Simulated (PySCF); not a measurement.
**CH3AlBrFO (SMILES C[O][Al]([F])[Br]) at RPA@r2SCAN/6-31G(d) (spherical functions, max memory mb 1860)**

What is the vertical ionisation energy of CH3AlBrFO at RPA@r2SCAN/6-31G* (spherical functions, max memory mb 1860)? 

The calculation is run with PySCF 2.14.0.

## (1) Starting point

CH3AlBrFO has 8 atoms, charge 0, and is taken as a singlet. SMILES: `C[O][Al]([F])[Br]`. The coordinates come from a PBE0-D4/def2-TZVP relaxation.

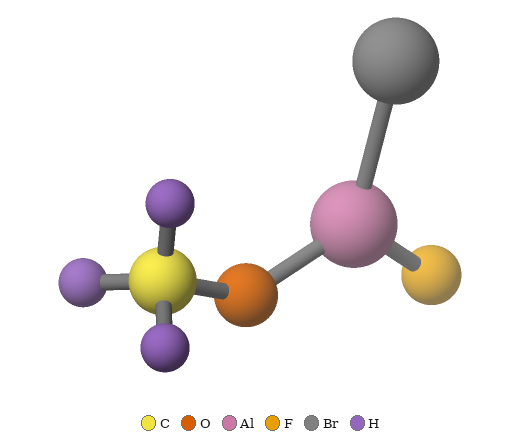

The structure, seen from a chosen angle (carbon yellow, oxygen orange, aluminium pink, fluorine amber, bromine grey, hydrogen purple).

## (2) A single-point energy at RPA@r2SCAN/6-31G(d) (spherical functions, max memory mb 1860)

Input file calc.py:

```python
# C[O][Al]([F])[Br]
from pyscf import gto, dft
from pyscf.gw.rpa import RPA

mol = gto.M(
    atom='''
C      0.486400    -0.149200     1.207600
O     -0.272100    -0.619600     0.127000
Al    -0.662100    -0.076700    -1.395800
F     -1.618000    -0.999800    -2.348500
Br     0.082600     1.878400    -2.177400
H      0.945800     0.824000     1.002200
H      1.281200    -0.864000     1.438700
H     -0.151600    -0.050200     2.090400
''',
    verbose=3,
    basis='6-31g*',
    max_memory=1860,
)

ks = dft.RKS(mol)
ks.xc = 'r2scan'
ks.grids.level = 4
ks.conv_tol = 1e-10
ks.kernel()
if not ks.converged:
    ks = ks.newton().run(ks.mo_coeff, ks.mo_occ)

rpa = RPA(ks, frozen=17)
rpa.kernel()
e_exx = ks.to_hf().energy_tot(ks.make_rdm1())
e_final = e_exx + rpa.e_corr
print('Final energy', e_final)
```

Launch:

```
$ OMP_NUM_THREADS=1 python calc.py
```

Log:

```text
converged SCF energy = -3031.26348239215
E(RPA) = -3029.02960140574  E_corr = -1.09344251193724  E_hf = -3027.9361588938
Final energy -3029.1790640056092
```

It took 40 s on 1 thread of Arm Neoverse V1, shared host; peak memory 0.52 GiB.

## (3) The doublet cation at the same level

Input file input.py:

```python
from pyscf import gto, dft
from pyscf.gw.urpa import URPA

molecule = gto.M(
    atom=[
    ('C', (0.486400, -0.149200, 1.207600)),
    ('O', (-0.272100, -0.619600, 0.127000)),
    ('Al', (-0.662100, -0.076700, -1.395800)),
    ('F', (-1.618000, -0.999800, -2.348500)),
    ('Br', (0.082600, 1.878400, -2.177400)),
    ('H', (0.945800, 0.824000, 1.002200)),
    ('H', (1.281200, -0.864000, 1.438700)),
    ('H', (-0.151600, -0.050200, 2.090400)),
],
    basis='6-31g*',
    spin=1,
    charge=1,
    verbose=3,
    max_memory=1860,
)

calc0 = dft.UKS(molecule)
calc0.xc = 'r2scan'
calc0.grids.level = 4
calc0.conv_tol = 1e-10
calc0.kernel()
if not calc0.converged:
    calc0 = calc0.newton().run(calc0.mo_coeff, calc0.mo_occ)

rpa = URPA(calc0, frozen=17)
rpa.kernel()
e_exx = calc0.to_hf().energy_tot(calc0.make_rdm1())
e_tot = e_exx + rpa.e_corr
print('E(%s) = %.9f' % ('R2SCAN', e_tot))
```

Launch:

```
$ OMP_NUM_THREADS=1 python input.py
```

Log:

```text
WARN: HOMO -0.338398113117203 >= LUMO -0.338398113117202

WARN: HOMO -0.293686810998378 >= LUMO -0.293077982671716

WARN: HOMO -0.487238218948134 >= LUMO -0.486410840348121

SCF not converged.
SCF energy = -3030.88051312472 after 50 cycles  <S^2> = 0.75485575  2S+1 = 2.0048499
converged SCF energy = -3030.88051313576  <S^2> = 0.75485639  2S+1 = 2.0048505
E(URPA) = -3028.65713359121  E_corr = -1.13399409391884  E_hf = -3027.52313949729
E(R2SCAN) = -3028.806082627
```

It took 4.1 min on 1 thread of Arm Neoverse V1, shared host; peak memory 0.84 GiB.

## (4) What came out

Level: RPA@r2SCAN/6-31G* (spherical functions, max memory mb 1860), 17 core orbitals frozen.

```
                                                                      quantity           value
                                               singlet CH3AlBrFO: total energy  -3029.17906 Eh
                   singlet CH3AlBrFO: dipole moment (r2SCAN Kohn–Sham density)          2.08 D
                    singlet CH3AlBrFO: HOMO energy (r2SCAN Kohn–Sham orbitals)        -7.32 eV
                    singlet CH3AlBrFO: LUMO energy (r2SCAN Kohn–Sham orbitals)        -1.31 eV
                  singlet CH3AlBrFO: HOMO–LUMO gap (r2SCAN Kohn–Sham orbitals)         6.01 eV
                           singlet CH3AlBrFO: RPA correlation energy (valence)     -1093.4 mEh
                                                  doublet cation: total energy  -3028.80608 Eh
doublet cation: HOMO energy (r2SCAN Kohn–Sham orbitals) (highest over α and β)       -13.50 eV
 doublet cation: LUMO energy (r2SCAN Kohn–Sham orbitals) (lowest over α and β)       -13.37 eV
                              doublet cation: RPA correlation energy (valence)     -1134.0 mEh
                                                          doublet cation: ⟨S²⟩           0.755
                            vertical ionisation energy (to the doublet cation)       10.149 eV
```

In words: Removing an electron at fixed nuclei costs 10.15 eV (234 kcal/mol). Mulliken charges (singlet CH3AlBrFO) of the mean-field density run from -0.60 on O2 to +1.05 on Al3; they depend strongly on the basis.
